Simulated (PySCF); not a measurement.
C$_{4}$H$_{7}$FOSi

The calculation's input:

```
{"job": {"kind": "nmr", "xc": "PBE0", "basis": "pcSseg-1"}, "charge": 0, "multiplicity": 1}
C      2.866529    -0.434117    -0.037967
C      1.634831    -0.130114     0.354326
C      0.591837     0.280572    -0.611226
O      0.786600     0.258463    -1.813560
Si    -1.115935     0.854076     0.067140
C     -2.419079    -0.487578    -0.217740
F     -0.929728     1.041951     1.670148
H      3.643568    -0.722508     0.649714
H      3.122706    -0.394003    -1.085313
H      1.344795    -0.148972     1.394253
H     -1.455248     2.179162    -0.424642
H     -3.394187    -0.163160     0.134874
H     -2.510508    -0.729986    -1.271926
H     -2.166859    -1.404260     0.311292
```

Run with:

```sh
OMP_NUM_THREADS=1 python probes_run.py task.json out
```

Geometry: GFN2-xTB.

Level of theory: PBE0/pcSseg-1, SCF density, gas phase, non-relativistic in PySCF 2.14.0.

> Predict the electron density and electron localisation function between the atoms.

C–O (1.22 Å): ρ is about 3.2 e/Å³ halfway; the ELF peaks at about 0.85 between the atoms (a short, multiple covalent bond).
C–C (1.33 Å): ρ at the midpoint is about 2.3 e/Å³; the ELF peaks at about 0.95 between the atoms (a short, multiple covalent bond).
C–H (1.08 Å): ρ at the midpoint is about 2.1 e/Å³; the ELF climbs to about 1 towards the hydrogen, as it does in any bond to H: a covalent bond by its length.
C–C (1.48 Å): ρ is about 1.8 e/Å³ halfway; the ELF peaks at about 0.95 between the atoms, as expected for a covalent bond.

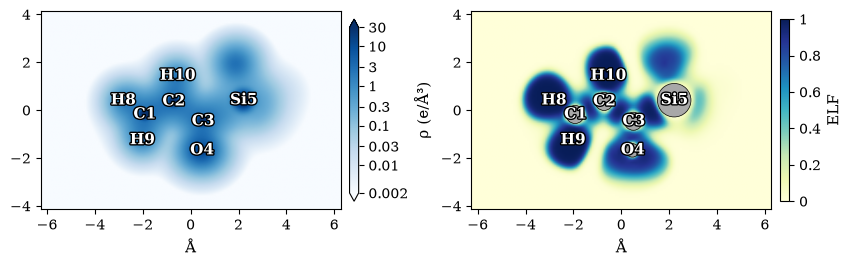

Computed electron density and electron localisation function on the plane of atoms C2, C1 and H8, in this order. Grey discs cover the atomic cores in the ELF map. 
